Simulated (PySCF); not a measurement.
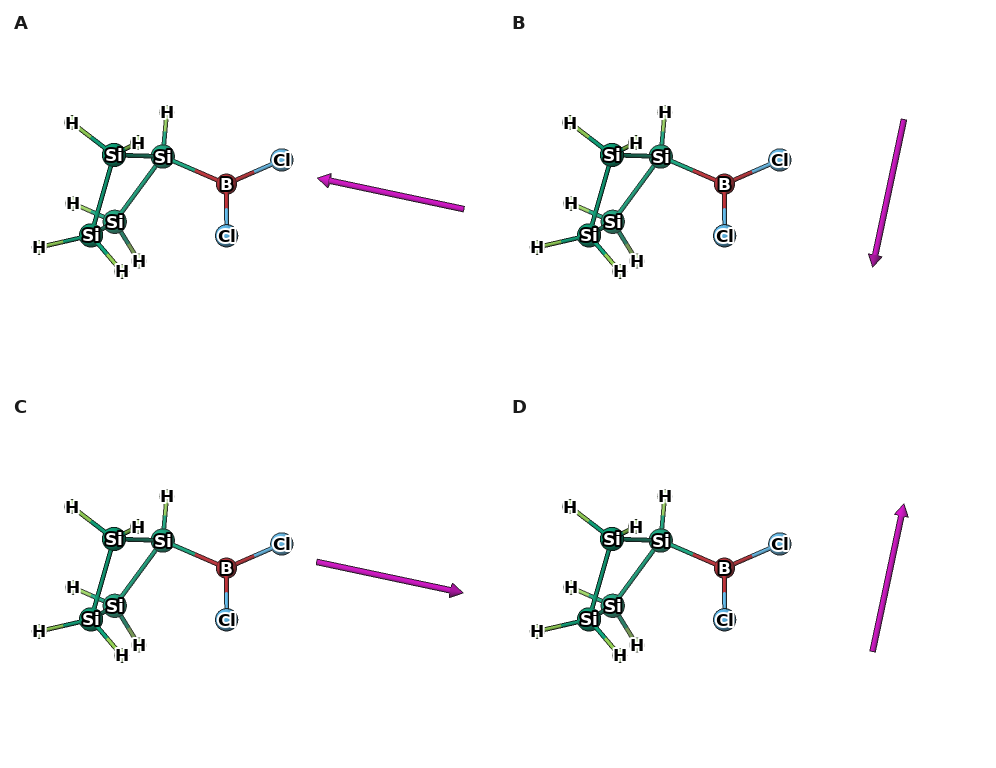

The same molecule four times, each with an arrow. Computed geometry: PBE0-D3(BJ)/def2-SVP optimisation. No frequency run is at hand to confirm it as a minimum. Properties computed with ωB97X-D/pcSseg-1, gas phase (PySCF 2.14.0).

Which arrow points along the dipole moment, from the negative to the positive end?

A. The dipole moment is 0.93 D.
